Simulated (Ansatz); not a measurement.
CH₆GaNO

Input file:

```
crystal:
  periodic: [false, false, false]
  atoms:
    - { symbol: Ga, position_ang: [-0.270312, -1.164073, -0.23483] }
    - { symbol: "N", position_ang: [-0.306385, 1.96865, -0.973015] }
    - { symbol: O, position_ang: [-1.076889, -0.987146, -1.688131] }
    - { symbol: H, position_ang: [-0.783963, 1.261098, -1.552119] }
    - { symbol: C, position_ang: [0.639995, -1.505909, 1.450346] }
    - { symbol: H, position_ang: [-1.010055, 2.675552, -0.720814] }
    - { symbol: H, position_ang: [0.371341, 2.44002, -1.586412] }
    - { symbol: H, position_ang: [0.463954, -2.551266, 1.770064] }
    - { symbol: H, position_ang: [0.247575, -0.805481, 2.212199] }
    - { symbol: H, position_ang: [1.724639, -1.331345, 1.322712] }
basis:
  gaussian: { orbitals: def2-SVP }
hamiltonian:
  xc: pbe
relax:
  f_tol: 0.03
  max_steps: 50
output:
  orbitals: {}
```

Run with:

```sh
ansatz run input.yaml --threads 2 --pin off --max-ram 3072MiB --backend cpu --events-out ev --progress --plain --runs-dir out
```

The fields are those of the relaxed geometry.

All numbers below come from RKS PBE/def2-SVP in Ansatz 0.2.0.

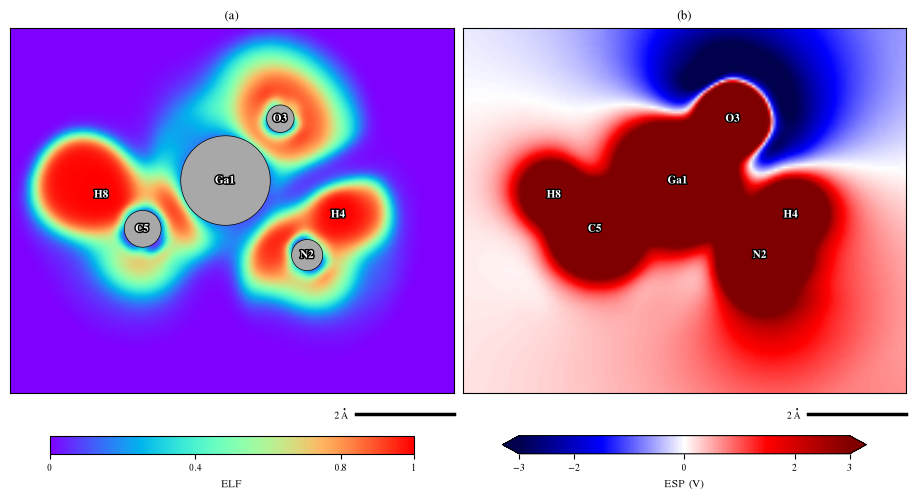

Figure 1. (a) ELF; (b) molecular electrostatic potential on the plane of atoms N2, Ga1 and O3. Grey discs cover the atomic cores in the ELF map.

Q: What do the fields say about this system?

A: The section cuts through Ga, N, O, H and C sites.
Ga–O (1.69 Å): the ELF peaks at about 0.80 in the valence shell of O, 0.5 Å from its nucleus, and is about 0.25 at the midpoint.
C–Ga (1.96 Å): the ELF peaks at about 0.90 in the valence shell of C, 0.7 Å from its nucleus, and is about 0.55 at the midpoint.
Ga–N (2.26 Å): the ELF peaks at about 0.95 in the valence shell of N, 0.6 Å from its nucleus, and is about 0.25 at the midpoint.
N–H (1.04 Å): the ELF climbs to about 1 towards the hydrogen, as it does in any bond to H: an ordinary covalent bond to hydrogen.
C–H (1.11 Å): the ELF climbs to about 1 towards the hydrogen: an ordinary covalent bond to hydrogen.
The ELF also peaks beside O3, away from the bonds: lone-pair regions.
Outside the dense part of the molecule the potential is most negative (−4.1 V) near O3.

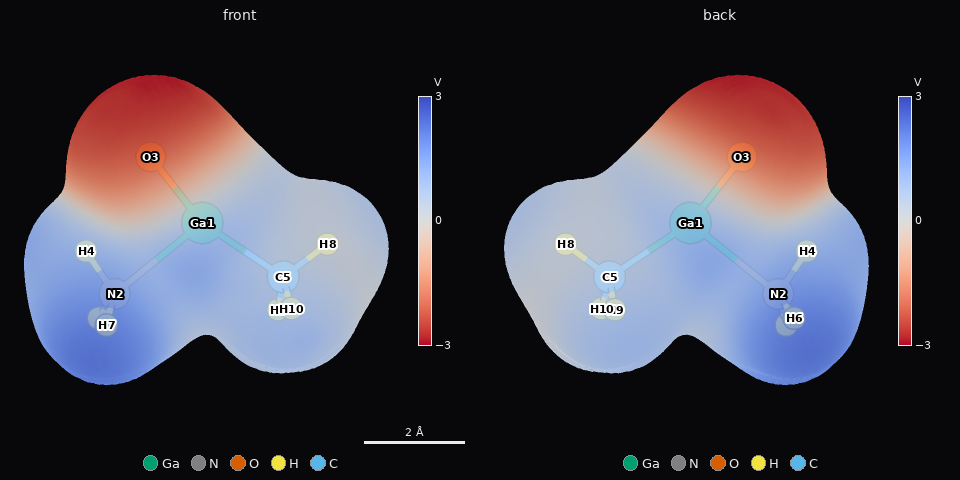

Figure 2. The molecular electrostatic potential painted on the density surface at 0.002 e/bohr³, seen from the front and from behind; red is negative and blue positive.

Q: Where is the surface potential most negative and most positive?

A: The most negative region (about −2.9 V, or −67 kcal/mol for a unit charge) lies over O3, the most positive (about +2.3 V, or +53 kcal/mol for a unit charge) over H6 and H7. O3 is the likeliest acceptor of a hydrogen bond.

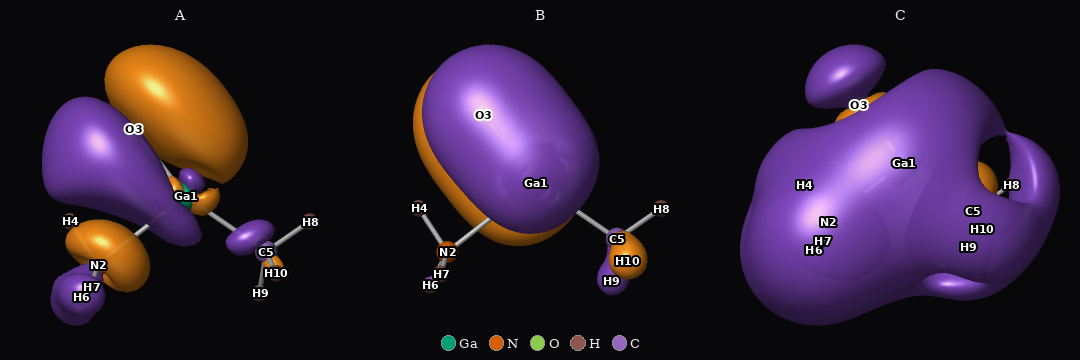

Figure 3. Three frontier orbitals at ±0.05 Å⁻³ᐟ² (orange and purple are the two phases), in no order.

Q: Which picture is the HOMO−1, the HOMO and the LUMO?

A: B is the HOMO−1 (−4.91 eV). By Hirshfeld shares it lies mainly on O3 (about 75 %) and Ga1 (about 25 %). A is the HOMO (−4.51 eV). By Hirshfeld shares it lies mainly on O3 (about 80 %) and Ga1 (about 10 %); largely a lone pair of O3. C is the LUMO (−0.77 eV). Its weight (Hirshfeld) is mainly on Ga1 (about 35 %), C5 (about 15 %), O3 (about 10 %), N2 (about 10 %), H6 (about 10 %) and H7 (about 10 %).

Q: What is the HOMO–LUMO gap?

A: 3.74 eV between the orbital energies.
